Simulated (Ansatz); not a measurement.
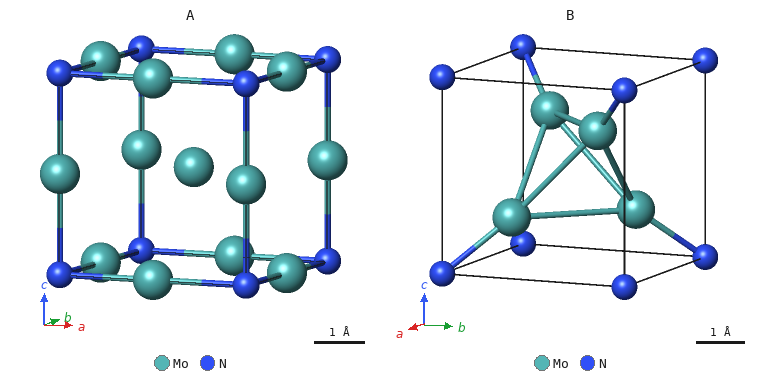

Two structures of Mo4N, each relaxed to rest (conventional cells in solid outline, small ones repeated, not to one scale). Method: DFT PBE, scalar-relativistic, plane waves, PAW in Ansatz, without spin polarisation.

### What structure does each panel show?

A: 5 atoms a cell on a primitive cubic lattice, Pm-3m. B: 5 atoms a cell on a primitive cubic lattice, P-43m.

### Which of the two does the method prefer?

A is lower, by 397 meV/atom at this level of theory (energies at zero smearing). Volumes: A 13.9, B 14.9 Å³/atom.

One or both may be structure types tried for this composition rather than known phases.
